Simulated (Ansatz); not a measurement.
# In (I4/mmm): Migdal–Eliashberg transition temperature

Wanted: λ, ω_log and Tc of In (I4/mmm). The cell shown first is a relaxed one, from steps not shown here.

Method: DFT PBE, scalar-relativistic, plane waves, PAW, in Ansatz 0.2.0.

**Measured values to reproduce.**

For In (bulk crystal), “List of superconductors” (2026, Wikipedia's table of superconducting elements, as read in December) quotes earlier work: superconducting transition temperature (bulk, normal pressure) 3.4 K.

Report form: the programs' logs are mostly left out.

In doubt: the program doubts the meshes or the phonons of the coupling sums (step 3), which bears on λ, Tc and transport values.

## (1) The cell after earlier relaxation steps

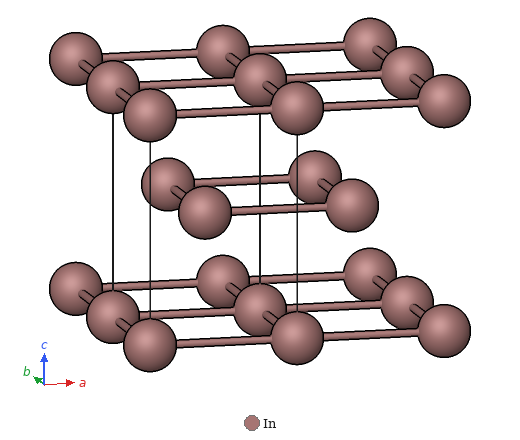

The cell as given, slightly off an axis (indium brown). 2×2×1 cells are drawn. This picture shows the conventional cell, with its axes. Some periodic images of atoms are drawn too.

As a file:

```cif
data_structure
_symmetry_space_group_name_H-M 'P 1'
_symmetry_Int_Tables_number 1
_cell_length_a 3.4470
_cell_length_b 3.4470
_cell_length_c 3.4470
_cell_angle_alpha 122.968
_cell_angle_beta 122.968
_cell_angle_gamma 84.932
_cell_volume 27.54
loop_
_atom_site_label
_atom_site_type_symbol
_atom_site_fract_x
_atom_site_fract_y
_atom_site_fract_z
_atom_site_occupancy
In1 In 0.00000 0.00000 0.00000 1
```

## (2) Coupling and resistivity: q 4×4×4, k 12×12×12, scattering 20×20×20

The run that gives the couplings also evaluates McMillan's and Allen and Dynes's formulas and, where asked, the Eliashberg equations, over a range of μ*.

Input file input.yaml:

```yaml
crystal:
  lattice:
    - [-1.6456288976, 1.6456288976, 2.5428046691]
    - [1.6456288976, -1.6456288976, 2.5428046691]
    - [1.6456288976, 1.6456288976, -2.5428046691]
  atoms:
    - { symbol: In, position: [0.0, 0.0, 0.0] }
kpoints:
  mp_grid: { grid: [12, 12, 12] }
hamiltonian:
  xc: pbe
scf:
  occupations: { method: methfessel_paxton, width: 0.2 }
output:
  eigenvalues: true
phonons:
  method: dfpt
  qmesh: [4, 4, 4]
  temperatures: { t_max: 1000, t_step: 50 }
  qpath:
    path:
      - [[0.0, 0.0, 0.0], [0.0, 0.0, 0.5], [0.25, 0.25, 0.25], [0.0, 0.5, 0.0], [0.0, 0.0, 0.0], [0.5, 0.5, -0.5], [0.35470751, 0.64529249, -0.35470751]]
      - [[-0.35470751, 0.35470751, 0.35470751], [0.0, 0.0, 0.0]]
      - [[0.0, 0.0, 0.5], [-0.20941501, 0.20941501, 0.5]]
      - [[0.5, 0.5, -0.20941501], [0.5, 0.5, -0.5]]
    npoints: 10
  electrical_resistivity:
    mesh: [20, 20, 20]
    temperatures: [20.0, 50.0, 80.0, 100.0, 150.0, 200.0, 273.0, 300.0, 400.0, 500.0, 600.0, 800.0]
  superconductivity: { mesh: [20, 20, 20] }
```

The run is started by

```console
> ansatz run input.yaml --threads 4 --pin off --max-ram 10240MiB --backend cpu --events-out ev --progress --plain --runs-dir out
```

Run time: 6.5 min. Hardware: 4 threads of Arm Neoverse V2, shared host; peak memory 3.2 GiB.

This step gave:

```
volume per atom                                                                : 27.54 Å³
metallic on mesh                                                               : yes
gap on the k-mesh                                                              : 0 eV
zero point energy                                                              : 0.01123 eV/cell
share of imaginary modes in the plain interpolation between solved wavevectors : 0
highest frequency, solved or plainly interpolated                              : 111.9 cm⁻¹
Debye temperature (second moment)                                              : 122 K
resistivity at 300 K                                                           : 9.972 μΩ cm, mean of the axes
coupling constant λ                                                            : 0.9967
density of states at the Fermi level                                           : 0.2195 states/eV a spin and cell
log mean phonon energy ħω_log                                                  : 5.194 meV
transport coupling constant λ_tr                                               : 0.7999, 0.7999, 0.8254 (xx, yy, zz)
Drude plasma energy                                                            : 9.777, 9.777, 9.829 eV (xx, yy, zz)
resistivity times mean free path                                               : 7.997, 7.997, 7.797 × 10⁻¹⁶ Ω m² (xx, yy, zz)
second-moment phonon energy ħω₂                                                : 6.81 meV
coupling λ by branch                                                           : 0.461, 0.307, 0.229 (branches by rank of frequency)
```

Transition temperatures:

```csv
μ*,McMillan Tc (K),Allen–Dynes Tc (K),isotropic Fermi-surface Tc (K),isotropic full bandwidth Tc (K),anisotropic Fermi-surface Tc (K),anisotropic full bandwidth Tc (K),anisotropic narrow window Tc (K)
0.08,4.58,4.94,4.74,4.74,4.84,4.84,4.84
0.1,4.18,4.47,4.21,4.21,4.31,4.31,4.31
0.12,3.78,4.02,3.71,3.71,3.81,3.81,3.81
0.13,3.58,3.8,3.47,3.47,3.57,3.57,3.57
0.14,3.39,3.59,3.24,3.24,3.34,3.34,3.34
0.16,3.01,3.17,2.8,2.8,2.91,2.91,2.91
0.2,2.3,2.4,2.03,2.03,2.14,2.14,2.14
```

## (3) Coupling and resistivity: q 6×6×6, k 18×18×18, scattering 24×24×24

The next rung changes the q mesh, which sets the reach of the force constants and couplings; the k mesh of the density and its response; the scattering mesh, which samples the Fermi surface.

input.yaml: that of step 2 with these lines changed.

```diff
@@ -8,3 +8,3 @@
 kpoints:
-  mp_grid: { grid: [12, 12, 12] }
+  mp_grid: { grid: [18, 18, 18] }
 hamiltonian:
@@ -17,3 +17,3 @@
   method: dfpt
-  qmesh: [4, 4, 4]
+  qmesh: [6, 6, 6]
   temperatures: { t_max: 1000, t_step: 50 }
@@ -27,4 +27,4 @@
   electrical_resistivity:
-    mesh: [20, 20, 20]
+    mesh: [24, 24, 24]
     temperatures: [20.0, 50.0, 80.0, 100.0, 150.0, 200.0, 273.0, 300.0, 400.0, 500.0, 600.0, 800.0]
-  superconductivity: { mesh: [20, 20, 20] }
+  superconductivity: { mesh: [24, 24, 24] }
```

It took 39 min on 4 threads; peak memory 8 GiB; 2.5 h of CPU time.

This step gave:

| Item | Value |
| --- | --- |
| zero point energy | 0.01101 eV/cell |
| highest frequency, solved or plainly interpolated | 108.6 cm⁻¹ |
| Debye temperature (second moment) | 120 K |
| resistivity at 300 K | 9.633 μΩ cm, mean of the axes |
| coupling constant λ | 0.9689 |
| density of states at the Fermi level | 0.2198 states/eV a spin and cell |
| log mean phonon energy ħω_log | 5.318 meV |
| transport coupling constant λ_tr | 0.7797, 0.7797, 0.8019 (xx, yy, zz) |
| Drude plasma energy | 9.817, 9.817, 9.861 eV (xx, yy, zz) |
| resistivity times mean free path | 7.966, 7.966, 7.736 × 10⁻¹⁶ Ω m² (xx, yy, zz) |
| second-moment phonon energy ħω₂ | 6.875 meV |
| coupling λ by branch | 0.444, 0.3, 0.226 (branches by rank of frequency) |

Transition temperatures:

```csv
μ*,McMillan Tc (K),Allen–Dynes Tc (K),isotropic Fermi-surface Tc (K),isotropic full bandwidth Tc (K),anisotropic Fermi-surface Tc (K),anisotropic full bandwidth Tc (K),anisotropic narrow window Tc (K)
0.08,4.5,4.84,4.62,4.62,4.73,4.73,4.73
0.1,4.09,4.36,4.09,4.09,4.2,4.2,4.2
0.12,3.68,3.91,3.59,3.59,3.7,3.7,3.7
0.13,3.49,3.69,3.35,3.35,3.46,3.46,3.46
0.14,3.29,3.47,3.12,3.12,3.23,3.23,3.23
0.16,2.91,3.06,2.69,2.69,2.8,2.8,2.8
0.2,2.19,2.29,1.93,1.93,2.04,2.04,2.04
```

The Eliashberg function α²F has structure finer than the step of the table below, so its rows give means over 1 meV, whole bins alone (the curve runs from 0.052 to 13.3 meV). Peaks (meV: height): α²F 5.8: 0.426, 12.0: 0.453; α²F tr 5.4: 0.356, 12.0: 0.321.

Eliashberg function α²F against phonon energy; means over each step:

```csv
phonon energy (meV),α²F,α²F tr
1,0.0102,0.00415
2,0.0706,0.0560
3,0.183,0.166
4,0.286,0.266
5,0.377,0.339
6,0.338,0.277
7,0.226,0.166
8,0.225,0.159
9,0.242,0.183
10,0.202,0.155
11,0.306,0.214
12,0.385,0.265
```

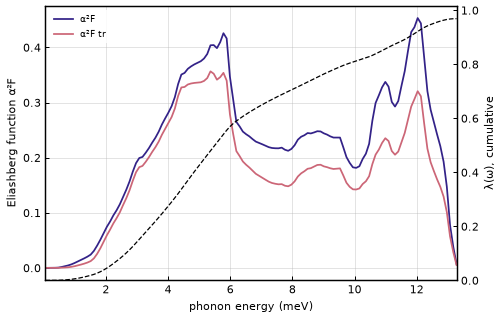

Eliashberg function α²F against phonon energy. The dashed line is the running λ.

Anisotropic full-bandwidth solution, weighted at the Fermi level. Gaps:

```csv
mu*,T (K),mean gap (meV),5 % (meV),95 % (meV),mean Z
0.1,1.05,0.69,0.599,0.815,1.93
0.1,2.1,0.662,0.574,0.781,1.93
0.1,3.15,0.541,0.467,0.636,1.94
0.1,3.78,0.369,0.319,0.433,1.96
0.13,0.866,0.558,0.479,0.667,1.94
0.13,1.73,0.535,0.459,0.639,1.94
0.13,2.6,0.437,0.373,0.52,1.95
0.13,3.12,0.298,0.254,0.353,1.96
0.16,0.7,0.442,0.375,0.537,1.95
0.16,1.4,0.424,0.359,0.514,1.95
0.16,2.1,0.345,0.292,0.417,1.96
0.16,2.52,0.235,0.198,0.283,1.96
```

The dTc/da2F by phonon energy:

```csv
phonon energy (meV),dTc/da2F (K/meV)
1,2.72
2,3.48
3,3.40
4,3.13
5,2.85
6,2.59
7,2.35
8,2.14
9,1.97
10,1.81
11,1.68
12,1.55
13,1.45
```

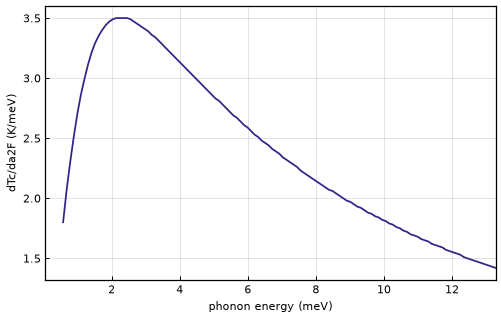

dTc/da2F against phonon energy.

Table of share of the Fermi-level states by lambda of a state:

```csv
lambda of a state,share of the Fermi-level states
0.614,0
0.652,2.0e-4
0.690,9.0e-4
0.729,0.0054
0.767,0.0215
0.805,0.0465
0.844,0.128
0.882,0.217
0.920,0.127
0.959,0.109
0.997,0.0605
1.040,0.0466
1.070,0.0464
1.110,0.0566
1.150,0.0171
1.190,0.0319
1.230,0.0163
1.270,0.0191
1.300,0.0284
1.340,0.0163
1.380,1.0e-4
1.420,0.0055
1.460,2.0e-4
1.500,0
```

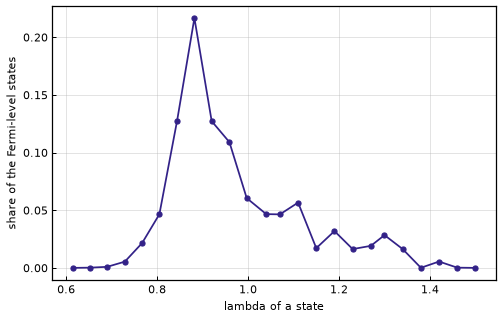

Share of the Fermi-level states, plotted against lambda of a state.

## (4) What came out

| Property | Result |
| --- | --- |
| meshes | q 6×6×6, k 18×18×18, scattering 24×24×24 |
| coupling constant λ | 0.969 |
| log mean phonon energy ħω_log | 5.32 meV |
| Allen–Dynes Tc at μ* = 0.1 | 4.36 K |
| Allen–Dynes Tc at μ* = 0.13 | 3.69 K |
| anisotropic Eliashberg Tc at μ* = 0.1 | 4.2 K |
| anisotropic Eliashberg Tc at μ* = 0.13 | 3.46 K |

In the last run (PBE, q 6×6×6, k 18×18×18, scattering 24×24×24), with λ = 0.97 and ħω_log = 5.32 meV, Tc at μ* = 0.13 is 3.5 K by McMillan's formula, 3.7 K by Allen and Dynes's and 3.5 K by the anisotropic Eliashberg equations. Allen and Dynes's formula meets the measured 3.4 K at μ* near 0.14. Raising μ* from 0.10 to 0.16 lowers the Allen–Dynes value from 4.4 to 3.1 K. The mean gap at a quarter of Tc gives 2Δ/k_B Tc = 3.74, against 3.53 in weak-coupling theory. The gap spreads from 0.48 to 0.67 meV over nine tenths of the Fermi surface. By the run's own test λ is not converged in the fine mesh: it moves by 3 % between the two finest. The run's transport test calls it not converged in the mesh; ρ(300 K) moves by 12 % in the component that moves most. λ of these runs moves by 0 to 3 % between their two finest meshes, and Tc by more, so small gaps between the runs or to the measured value rank nothing. In 1 of the runs shown, the last among them, the interpolated phonons dip below zero somewhere, which the program warns of. Over the runs, λ takes the values 0.997 and 0.969, in the order shown. μ* is a typed number, phonons are harmonic, and spin fluctuations are left out; at μ* = 0.13 McMillan's formula turns 1 % in λ into about 1.8 % in Tc.

Calculation against experiment:

| quantity | measured | Allen–Dynes, PBE, q 4×4×4, fine 20×20×20 | Eliashberg, PBE, q 4×4×4, fine 20×20×20 | Allen–Dynes, PBE, q 6×6×6, fine 24×24×24 | Eliashberg, PBE, q 6×6×6, fine 24×24×24 |
| --- | --- | --- | --- | --- | --- |
| superconducting transition temperature (μ* = 0.13) (kelvin) | 3.4 | 3.80 (+11.8 %) | 3.57 (+5.0 %) | 3.69 (+8.5 %) | 3.46 (+1.8 %) |

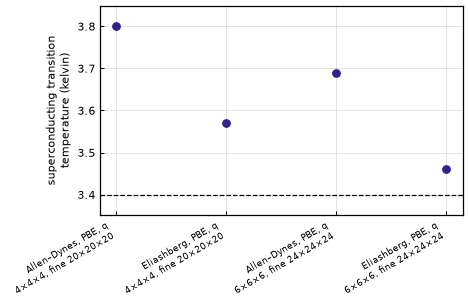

The superconducting transition temperature by level; the dashed line is the measured value.

Measured values from Wikipedia's table of superconducting elements, as read in December (2026).

How well it matches: For the superconducting transition temperature, of the levels listed nearest comes Eliashberg, PBE, q 6×6×6, fine 24×24×24 (+1.8 %) and farthest Allen–Dynes, PBE, q 4×4×4, fine 20×20×20 (+11.8 %). Limits of convergence are named above.

[Logs are printed without paths, hosts, clocks, repeated set-up lines and the standing remarks that a program may print on its own settings, such as how far it seeks lower states.]

[Hosts, paths, dates, database ids (printed as entryN), source tags and the programs' standing remarks are cut or masked in the printed files.]
